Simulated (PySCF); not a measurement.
**Excited-state calculation, with input and output: C₃H₁₀O₃Si**

The run: excited-state calculation of C₃H₁₀O₃Si. Method and program: TDDFT CAM-B3LYP/aug-cc-pVDZ, vertical, gas phase, core orbitals frozen in the response (PySCF 2.14.0).

Some settings of this run were made unusual or wrong on purpose. The geometry comes from this level: GFN2-xTB, altered.

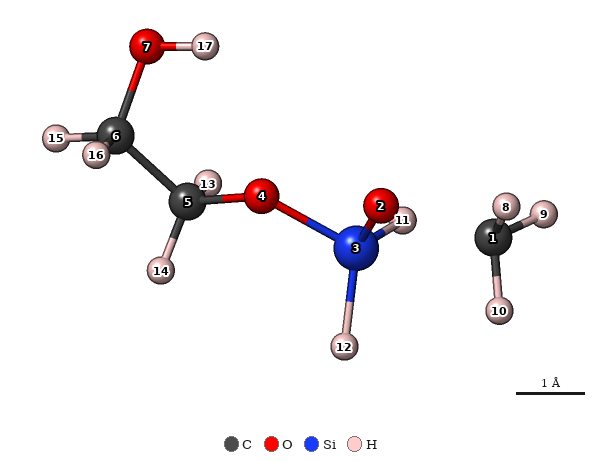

Figure 1. The input geometry (ball-and-stick view, seen at a tilt; atoms are numbered from 1 in the order of the input). Sticks are drawn by distance; a stretched bond gets none, so the picture shows separate pieces. Bond lengths as drawn: C–C 1.53 Å, C–H 1.09 to 1.10 Å, C–O 1.40 Å, H–O 0.97 Å, H–Si 1.47 Å and O–Si 1.41 to 1.61 Å.

## Input
```
{"job": {"kind": "uv", "xc": "CAM-B3LYP", "basis": "aug-cc-pVDZ", "nstates": 1, "ntriplets": 2, "tda": false, "scf": {"max_cycle": 71}}, "charge": 0, "multiplicity": 1}
C      3.262343     0.734518     0.425456
O      1.466359     0.546264     0.506424
Si     1.009380    -0.500314    -0.317885
O     -0.451769    -0.121925     0.247254
C     -1.646767    -0.760306    -0.085747
C     -2.792690    -0.007692     0.591499
O     -2.873681     1.313745     0.131237
H      3.555755     1.506299     1.137353
H      3.577866     1.030891    -0.577828
H      3.765977    -0.200809     0.680113
H      1.094959    -0.317985    -1.770411
H      1.386064    -1.877010     0.018869
H     -1.784364    -0.749327    -1.172702
H     -1.625899    -1.803387     0.247942
H     -3.747371    -0.484369     0.359795
H     -2.632583    -0.028128     1.679163
H     -1.985036     1.688123     0.194760
```

The first line tells a small driver script what to run in PySCF; the rest is the geometry in Å.

Run on 1 CPU thread, shared host.

Launch command:
```bash
OMP_NUM_THREADS=1 python <driver script> task.json out
```

## What the program printed
```
final grid: 132896 points
cycle   1  E = -635.0127943299  dE =  1.247e+00  |g| = 1.224e+00  |ddm| = 1.031e+01
cycle   2  E = -634.4670563832  dE =  5.457e-01  |g| = 2.067e+00  |ddm| = 4.470e+00
cycle   3  E = -635.3062613002  dE = -8.392e-01  |g| = 1.677e-01  |ddm| = 2.806e+00
cycle   4  E = -635.3096482034  dE = -3.387e-03  |g| = 1.192e-01  |ddm| = 4.272e-01
cycle   5  E = -635.3122430574  dE = -2.595e-03  |g| = 1.346e-02  |ddm| = 1.596e-01
cycle   6  E = -635.3122831015  dE = -4.004e-05  |g| = 4.349e-03  |ddm| = 3.452e-02
cycle   7  E = -635.3122870098  dE = -3.908e-06  |g| = 1.667e-03  |ddm| = 1.039e-02
cycle   8  E = -635.3122876094  dE = -5.996e-07  |g| = 5.515e-04  |ddm| = 3.451e-03
cycle   9  E = -635.3122876840  dE = -7.455e-08  |g| = 1.053e-04  |ddm| = 1.167e-03
cycle  10  E = -635.3122876893  dE = -5.332e-09  |g| = 3.218e-05  |ddm| = 4.484e-04
cycle  11  E = -635.3122876897  dE = -4.216e-10  |g| = 1.045e-05  |ddm| = 1.126e-04
converged SCF energy = -635.3122876897

Static polarisability (au): isotropic 79.988, principal 67.762 71.527 100.674

Singlet excitations
state   eV       nm        f      main configurations
  1   5.7711    214.8   0.00052   H-2->L 0.56, H-2->L+1 0.21

Triplet excitations (Tamm-Dancoff, eV): 5.1343 5.7112
```

## What the run reported

- outcome: converged
- total energy: −635.312288 hartree
- HOMO: −8.93 eV
- LUMO: −0.27 eV
- dipole moment: 4.71 D
- mean polarisability: 79.99 a.u.
- lowest singlet excitation: 5.77 eV
- wall time: 60 s
- peak memory: 1.2 GiB

## What went wrong

Some settings of this run were drawn to be unusual or wrong. It converged; results that depend on the unusual settings are not reference values.
